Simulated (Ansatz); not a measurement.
```yaml
atoms:
  - { symbol: B, position_ang: [0.0361, 0.0601, 0.0019] }
  - { symbol: Cl, position_ang: [1.6643, -0.3346, 0.0133] }
  - { symbol: Cl, position_ang: [-1.0747, 1.3140, -0.0193] }
  - { symbol: H, position_ang: [-0.6257, -1.0395, 0.0040] }
```

Geometry: r2SCAN-D4/def2-TZVP.

Level of theory: Ansatz 0.2.0, UKS PBE0-D4/def2-TZVP.

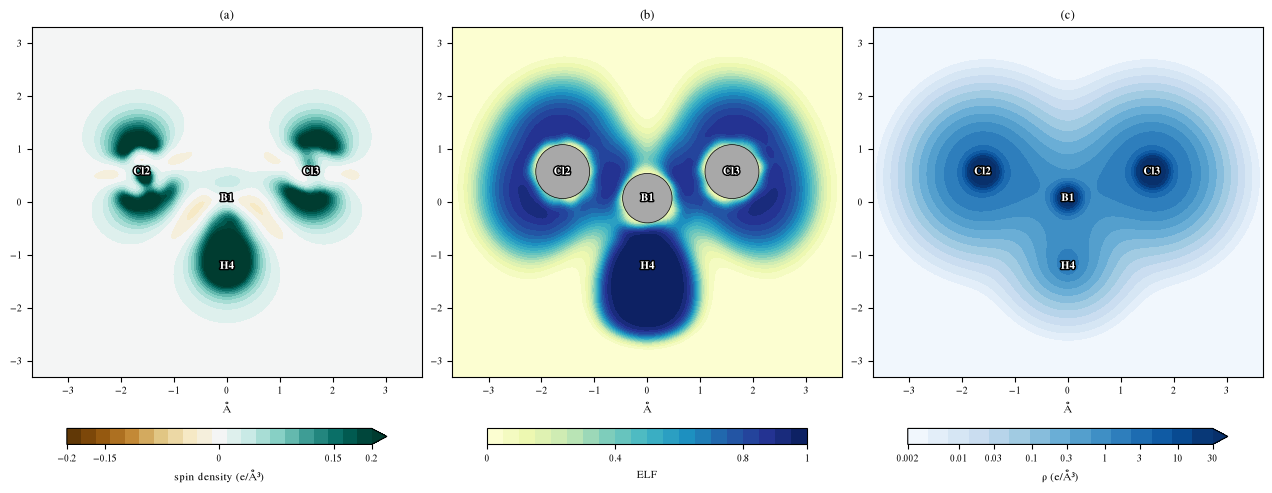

BCl2H (charge +1, doublet). (a) spin density; (b) electron localisation function; (c) total electron density on the molecular plane. Grey discs cover the atomic cores in the ELF map.

Q: What does the map show?

A: The section cuts through B, Cl and H sites.
B–Cl (1.68 Å): ρ is about 1.6 e/Å³ halfway; the ELF peaks at about 0.90 between the atoms: a polar covalent bond.
B–H (1.28 Å): ρ at the midpoint is about 0.99 e/Å³; the ELF climbs to about 1 towards the hydrogen, as it does in any bond to H.
The ELF also peaks beside Cl2 and Cl3, away from the bonds: non-bonding electrons, paired or unpaired.
The unpaired spin (1 electron) lies mostly on Cl2 (about 0.3), Cl3 (about 0.3), H4 (about 0.3) and B1 (about 0.1), in electrons by Hirshfeld's partition.
